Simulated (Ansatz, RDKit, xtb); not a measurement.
# C3H8BN: ranking a sample of isomers

A sample of isomers of C3H8BN is drawn. Aim: find which of them has the lowest free energy at 298.15 K, then its properties. The sample is small against all isomers, and the most stable one of this formula need not be in it.

Plan: many cheap relaxations first (GFN2-xTB), then density-functional screening, relaxation at PBE-D3(BJ)/def2-SVP, vibrations and a final energy. The numbers are computed, not measured.

### 1 Drawing up candidates

Isomers were taken from a list of plausible structures; this is a sample, not all of them. That gives 3 candidates.

| label | SMILES | spin |
| --- | --- | --- |
| c062 | B[C@@H]1C[C@@H]1N | singlet |
| c226 | B[C@@H]1C[C@H]1N | singlet |
| c618 | BC1(N)CC1 | singlet |

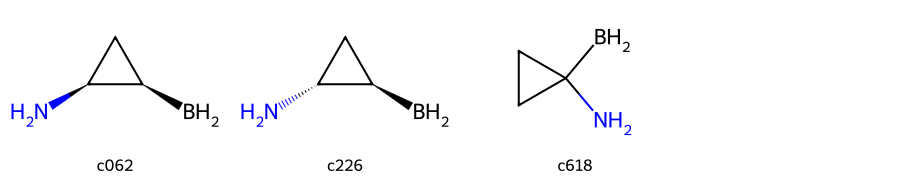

Structural formulas of the candidates.

Candidates are built by distance geometry, with a force field where one applies, in up to four conformers (letters a to d).

### 2 Search with GFN2-xTB

All 3 starts are relaxed the same way. One of them, c226a (taken from a list of positional isomers, embedded by distance geometry and UFF), in full:

Contents of start.xyz:

```xyz
13
c226a
C     -0.463498    -0.423783    -1.135480
C     -0.843524    -0.626530     0.330619
C      0.566013    -0.113619    -0.018530
B     -1.110667     0.844198    -1.847277
N      1.634443    -1.092973     0.125564
H     -0.431823     1.706518    -2.287640
H     -2.264843     0.919874    -1.950041
H     -0.297580    -1.422628    -1.708171
H     -0.915155    -1.679418     0.651896
H     -1.511851     0.170417     0.771159
H      0.728221     0.962510     0.208872
H      1.884197    -1.090168     1.164173
H      1.286188    -2.063773    -0.071648
```

Launch:

```
$ xtb start.xyz --gfn 2 --opt
```

The log of the run, shortened:

```text
* xtb version 6.7.1
[...]
          :  # basis functions                  28          :
[...]
          :  # electrons                        28          :
[...]
          :  Hamiltonian                  GFN2-xTB          :
[...]
          :  net charge                          0          :
          :  unpaired electrons                  0          :
[...]
   *** convergence criteria satisfied after 11 iterations ***
[...]
   *** GEOMETRY OPTIMIZATION CONVERGED AFTER 32 ITERATIONS ***
[...]
   *** convergence criteria satisfied after 3 iterations ***
[...]
         ::                     SUMMARY                     ::
         :::::::::::::::::::::::::::::::::::::::::::::::::::::
         :: total energy             -14.607595484183 Eh    ::
         :: gradient norm              0.000705975388 Eh/a0 ::
         :: HOMO-LUMO gap              3.320177013446 eV    ::
         ::.................................................::
         :: SCC energy               -14.813483757074 Eh    ::
         :: -> isotropic ES            0.029961424611 Eh    ::
         :: -> anisotropic ES          0.007050112327 Eh    ::
         :: -> anisotropic XC          0.008790367078 Eh    ::
         :: -> dispersion             -0.006478672987 Eh    ::
         :: repulsion energy           0.205888272892 Eh    ::
         :: add. restraining           0.000000000000 Eh    ::
         :: total charge               0.000000000000 e     ::
         :::::::::::::::::::::::::::::::::::::::::::::::::::::
[...]
        14        2.0000           -0.3639421              -9.9034 (HOMO)
        15                         -0.2419279              -6.5832 (LUMO)
[...]
     #   Z          covCN         q      C6AA      α(0)
     1   6 C        3.778    -0.108    22.591     6.771
     2   6 C        3.804    -0.076    21.954     6.670
     3   6 C        3.787     0.067    19.481     6.287
     4   5 B        2.782     0.228    17.896     7.073
     5   7 N        2.629    -0.329    28.467     7.924
     6   1 H        0.939    -0.102     5.620     3.706
     7   1 H        0.939    -0.098     5.500     3.667
     8   1 H        0.925     0.028     2.613     2.528
     9   1 H        0.926     0.031     2.573     2.508
    10   1 H        0.926     0.035     2.523     2.484
    11   1 H        0.925     0.033     2.549     2.497
    12   1 H        0.860     0.144     1.441     1.881
    13   1 H        0.860     0.149     1.411     1.861
[...]
     #   Z sym  total        # sym  WBO       # sym  WBO       # sym  WBO
 ---------------------------------------------------------------------------
     1   6 C    3.913 --     4 B    1.126     8 H    0.973     2 C    0.903
                             3 C    0.877
     2   6 C    3.941 --     3 C    0.989    10 H    0.980     9 H    0.978
                             1 C    0.903
     3   6 C    3.950 --     5 N    1.046     2 C    0.989    11 H    0.968
                             1 C    0.877
     4   5 B    3.223 --     1 C    1.126     7 H    0.979     6 H    0.978
     5   7 N    3.057 --     3 C    1.046    13 H    0.961    12 H    0.958
     6   1 H    0.990 --     4 B    0.978
     7   1 H    0.990 --     4 B    0.979
     8   1 H    0.999 --     1 C    0.973
     9   1 H    0.999 --     2 C    0.978
    10   1 H    0.999 --     2 C    0.980
[...]
molecular dipole:
                 x           y           z       tot (Debye)
 q only:        0.144      -0.255       0.410
   full:        0.069      -0.456       0.773       2.289
molecular quadrupole (traceless):
[...]
          | TOTAL ENERGY              -14.607595484183 Eh   |
          | GRADIENT NORM               0.000705975388 Eh/α |
          | HOMO-LUMO GAP               3.320177013446 eV   |
           -------------------------------------------------
[...]
```

It took 0.12 s on 2 threads of Intel Xeon 6975P-C (Granite Rapids), shared host.

### 3 What the search left

3 of the 3 relaxations converged. 3 distinct structures remain:

| label | start | SMILES after | spin | energy (kcal/mol) |
| --- | --- | --- | --- | --- |
| c226a | drawn | B[C@@H]1C[C@H]1N | singlet | 0.0 |
| c618a | drawn | BC1(N)CC1 | singlet | 1.3 |
| c062a | drawn | B[C@@H]1C[C@@H]1N | singlet | 2.2 |

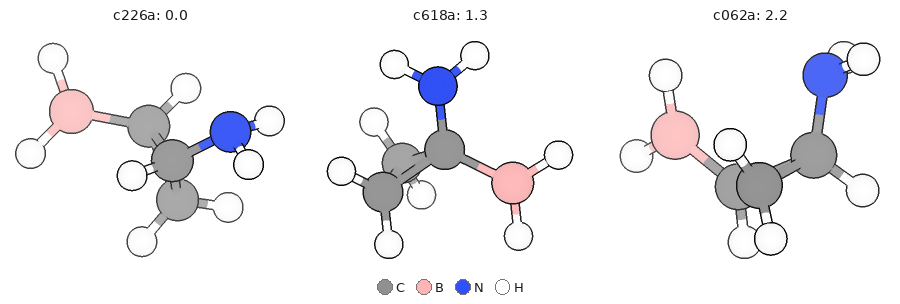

The 3 lowest minima that did not fall apart, with their GFN2-xTB energies in kcal/mol.

### 4 Screening with a density functional

A choice of the minima (the low ones first, few conformers of a pattern, up to a cap) and the lowest that fell apart get a single point at r2SCAN-D4/def2-SVP on the tight-binding geometry, and one at HF/STO-3G for comparison. The lowest singlets are also tried as triplets at the same geometry (label ending in t). The first, c226a:

Contents of input.yaml:

```yaml
crystal:
  periodic: [false, false, false]
  atoms:
    - {symbol: C, position_ang: [-0.622344, -0.414488, -1.034759]}
    - {symbol: C, position_ang: [-0.840978, -0.483836, 0.475839]}
    - {symbol: C, position_ang: [0.523245, -0.206696, -0.042504]}
    - {symbol: B, position_ang: [-1.097096, 0.779215, -1.870963]}
    - {symbol: "N", position_ang: [1.583470, -1.162902, -0.031531]}
    - {symbol: H, position_ang: [-1.235582, 1.825639, -1.364346]}
    - {symbol: H, position_ang: [-1.312853, 0.652779, -3.013842]}
    - {symbol: H, position_ang: [-0.583784, -1.392218, -1.504846]}
    - {symbol: H, position_ang: [-1.047304, -1.459859, 0.892320]}
    - {symbol: H, position_ang: [-1.396205, 0.317815, 0.937308]}
    - {symbol: H, position_ang: [0.903957, 0.802749, 0.056677]}
    - {symbol: H, position_ang: [2.164460, -1.057544, 0.793046]}
    - {symbol: H, position_ang: [1.221135, -2.110027, -0.058904]}
basis:
  gaussian:
    orbitals: def2-SVP
hamiltonian:
  xc: r2scan
  dispersion: d4
scf:
  lower_state_search: off
output:
  orbitals: {seedname: orbitals}
```

Launch:

```
$ ansatz run input.yaml --threads 2 --pin off --max-ram 5220MiB --events-out events.jsonl --progress --plain --runs-dir runs
```

The log of the run, shortened:

```text
Warning: RAYON_NUM_THREADS=2 ignored (pool sized by the plan → 2); use --threads N
Functional definition: r2SCAN
  name "r2SCAN"
[...]
1264 factors; their error is unknown
[...]
mean field -5398.72453489 eV, -198.3994672701 hartree, gradient 2.8e-6 eV, S^2 0.000000; 0 other end points of the search recorded, 0 dependent functions left out
reference -5398.72454554 eV, -198.3994676616 hartree; 19, 19 occupied and 91, 91 virtual orbitals, 1264 factors
Total energy: -5398.78316376 eV, -198.4016218416 hartree
Checks for a lower state left out: stability, starts, cluster_reference, orbital_swaps, neighbouring_geometries, increment
```

Wall time 1.3 s (2 threads of Intel Xeon 6975P-C (Granite Rapids), shared host); peak memory 0.14 GiB.

Relative energies in kcal/mol, each column from its lowest structure that stays in one piece:

| label | SMILES | spin | GFN2-xTB | HF/STO-3G | r2SCAN-D4/def2-SVP |
| --- | --- | --- | --- | --- | --- |
| c062a | B[C@@H]1C[C@@H]1N | singlet | 2.2 | 0.0 | 0.0 |
| c226a | B[C@@H]1C[C@H]1N | singlet | 0.0 | 0.1 | 0.9 |
| c618a | BC1(N)CC1 | singlet | 1.3 | 1.5 | 2.5 |
| c618at | BC1(N)CC1 | triplet | – | – | 89.1 |
| c062at | B[C@@H]1C[C@@H]1N | triplet | – | – | 97.6 |

### 5 Relaxing the best candidates

3 candidates are relaxed at PBE-D3(BJ)/def2-SVP (chosen among the lowest in one piece). The first, c062a:

Contents of input.yaml:

```yaml
crystal:
  periodic: [false, false, false]
  atoms:
    - {symbol: C, position_ang: [-0.928820, -0.211102, -0.933480]}
    - {symbol: C, position_ang: [-0.882164, 0.039342, 0.571581]}
    - {symbol: C, position_ang: [-0.101542, -1.084974, 0.010589]}
    - {symbol: B, position_ang: [-0.272586, 0.786135, -1.902288]}
    - {symbol: "N", position_ang: [1.324395, -0.958077, -0.011028]}
    - {symbol: H, position_ang: [0.697537, 1.357456, -1.589913]}
    - {symbol: H, position_ang: [-0.752400, 0.969596, -2.955243]}
    - {symbol: H, position_ang: [-1.840187, -0.707085, -1.255097]}
    - {symbol: H, position_ang: [-0.324790, 0.902264, 0.898794]}
    - {symbol: H, position_ang: [-1.775080, -0.165019, 1.143341]}
    - {symbol: H, position_ang: [-0.503035, -2.092491, 0.158217]}
    - {symbol: H, position_ang: [1.723189, -1.224883, 0.882582]}
    - {symbol: H, position_ang: [1.735323, -1.536859, -0.734704]}
basis:
  gaussian:
    orbitals: def2-SVP
total_charge: 0
hamiltonian:
  xc: pbe
  dispersion: d3bj
scf:
  lower_state_search: "off"
relax:
  f_tol: 0.003
```

Launch:

```
$ ansatz run input.yaml --threads 2 --pin off --max-ram 5220MiB --events-out events.jsonl --progress --plain --runs-dir runs
```

The log of the run, shortened:

```text
Warning: RAYON_NUM_THREADS=2 ignored (pool sized by the plan → 2); use --threads N
[...]
Functional definition: PBE
  name "PBE"
[...]
1264 factors; their error is unknown
[...]
mean field -5394.63291121 eV, -198.2491028733 hartree, gradient 9.2e-6 eV, S^2 0.000000; 0 other end points of the search recorded, 0 dependent functions left out
[...]
reference -5394.63294938 eV, -198.2491042762 hartree; 19, 19 occupied and 91, 91 virtual orbitals, 1264 factors
relax step   1: F+E_penalty+E_count = -5394.88492092 eV  Δ(F+E_penalty+E_count) = +0.000e0 eV  max|allowed force component| = 1.056e0 eV/Å  Δτ_max = 0.0000 Å  (18 SCF iters, accepted)
[...]
relax step   5: F+E_penalty+E_count = -5395.00610483 eV  Δ(F+E_penalty+E_count) = -7.376e-3 eV  max|allowed force component| = 1.363e-1 eV/Å  Δτ_max = 0.0441 Å  (20 SCF iters, accepted)
[...]
Atom 4 at     1.359623    -0.980655     0.032100 Å, force     0.002033    -0.000450     0.001559 eV/Å
Atom 5 at     0.775907     1.284486    -1.653832 Å, force     0.000837     0.000081     0.000045 eV/Å
Atom 6 at    -0.999550     1.279510    -2.778022 Å, force     0.000109     0.000076    -0.000714 eV/Å
Atom 7 at    -1.812864    -0.827262    -1.320284 Å, force    -0.000003     0.000178    -0.000563 eV/Å
Atom 8 at    -0.291717     0.952709     0.778492 Å, force    -0.000045     0.000381     0.000069 eV/Å
Atom 9 at    -1.803259    -0.102065     1.047306 Å, force    -0.000200    -0.000249     0.000058 eV/Å
Atom 10 at    -0.520765    -2.103140     0.237549 Å, force     0.000185    -0.000491     0.000237 eV/Å
Atom 11 at     1.731369    -1.216945     0.960229 Å, force     0.000357    -0.000193    -0.000207 eV/Å
Atom 12 at     1.786807    -1.633545    -0.636514 Å, force    -0.000273     0.000193    -0.000031 eV/Å
Dipole moment:    -0.003086    -0.434520     0.338417 e Å
Checks for a lower state left out: stability, starts, cluster_reference, orbital_swaps, neighbouring_geometries, increment
```

Run time: 18 s. Hardware: 2 threads of Intel Xeon 6975P-C (Granite Rapids), shared host; peak memory 0.15 GiB.

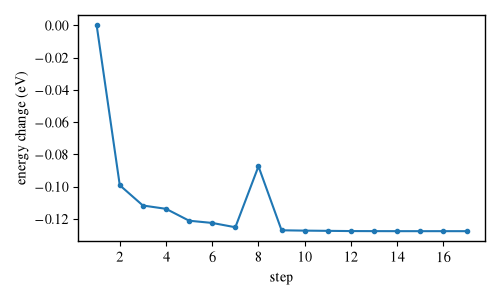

Energy along the run, all evaluated steps.

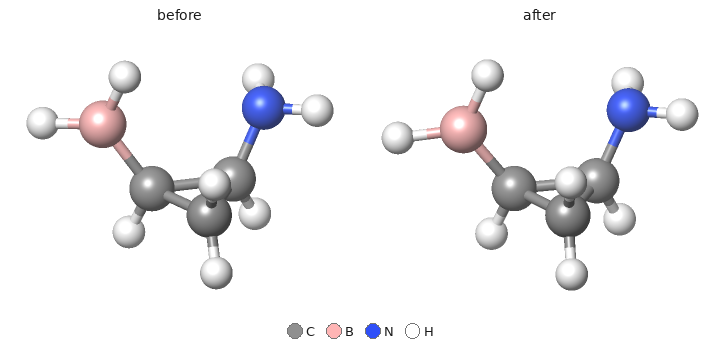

Before and after, at one scale.

After the run. Bond lengths: C1–C2 1.564 Å, C1–C3 1.533 Å, C2–C3 1.488 Å, C1–B4 1.532 Å, C3–N5 1.434 Å, B4–H6 1.216 Å, B4–H7 1.220 Å, C1–H8 1.103 Å, C2–H9 1.101 Å, C2–H10 1.101 Å, C3–H11 1.112 Å, N5–H12 1.027 Å, N5–H13 1.028 Å. Some angles: C1–C2–C3 60.2°, C2–C1–C3 57.4°, C2–C1–B4 111.3°, C3–C1–B4 124.7°, C1–C3–C2 62.3°, C1–C3–N5 118.9°, C2–C3–N5 117.3°, C1–C2–H9 116.9°, C1–C2–H10 116.2°, C3–C2–H9 116.3°.

### 6 Ranking at PBE-D3(BJ)/def2-SVP

| label | spin | r2SCAN-D4/def2-SVP (kcal/mol) | PBE-D3(BJ)/def2-SVP, relaxed (kcal/mol) | time | note |
| --- | --- | --- | --- | --- | --- |
| c618a | singlet | 2.5 | 0.0 | 27 s | rearranged to [NH2+]=C1[BH2-]CC1 |
| c062a | singlet | 0.0 | 8.6 | 18 s |  |
| c226a | singlet | 0.9 | 9.0 | 15 s |  |

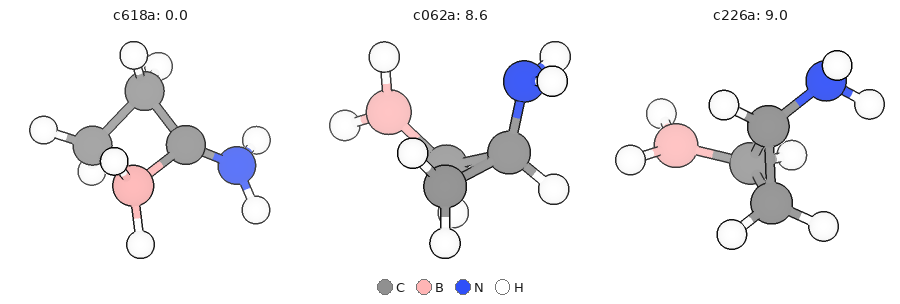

The relaxed structures, with energies at PBE-D3(BJ)/def2-SVP in kcal/mol.

(Part 1 of 2 ends here.)
